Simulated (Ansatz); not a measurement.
```yaml
atoms:
  - { symbol: Si, position_ang: [-0.6216, -0.0590, 0.9628] }
  - { symbol: O, position_ang: [1.1213, -2.0714, -0.8964] }
  - { symbol: O, position_ang: [-0.2846, 0.3803, -0.6290] }
  - { symbol: Si, position_ang: [-0.7274, 1.5554, -1.7246] }
  - { symbol: H, position_ang: [-1.4504, -1.3014, 0.9304] }
  - { symbol: H, position_ang: [-1.4480, 1.0401, 1.5559] }
  - { symbol: H, position_ang: [0.7892, -1.1845, -1.1031] }
  - { symbol: C, position_ang: [0.9666, -0.3156, 1.8914] }
  - { symbol: H, position_ang: [0.3521, -2.6304, -1.0469] }
  - { symbol: H, position_ang: [-1.4408, 2.6669, -1.0222] }
  - { symbol: H, position_ang: [0.5022, 2.0820, -2.3847] }
  - { symbol: H, position_ang: [-1.6297, 0.9639, -2.7582] }
  - { symbol: H, position_ang: [1.5404, -1.1025, 1.3789] }
  - { symbol: H, position_ang: [0.7657, -0.6318, 2.9270] }
  - { symbol: H, position_ang: [1.5652, 0.6076, 1.9188] }
```

Theory: RKS PBE0-D4/def2-SVP in Ansatz 0.2.0.

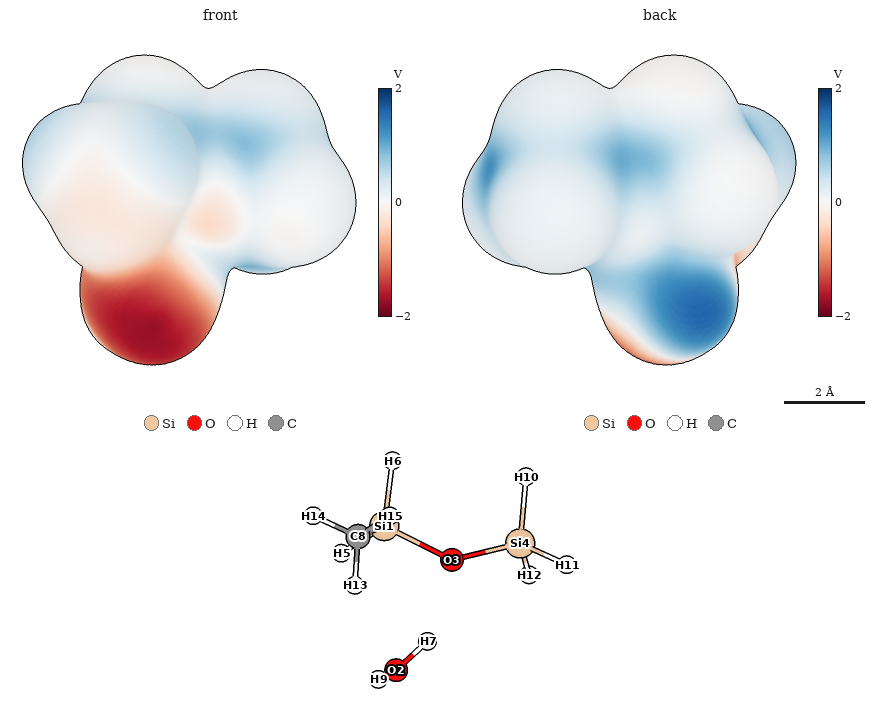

CH8OSi2···H2O. The molecular electrostatic potential painted on the density surface at 0.001 e/bohr³, seen from the front and from behind; red is negative and blue positive. The bare structure is drawn below in the same view.

Which sites attract a positive test charge, and which a negative one?

Answer. A positive charge is drawn to the negative regions and a negative charge to the positive ones. The most negative region (about −1.7 V, or −39 kcal/mol for a unit charge) lies over O2, the most positive (about +1.5 V, or +35 kcal/mol for a unit charge) over H9. O2 is the likeliest acceptor of a hydrogen bond.
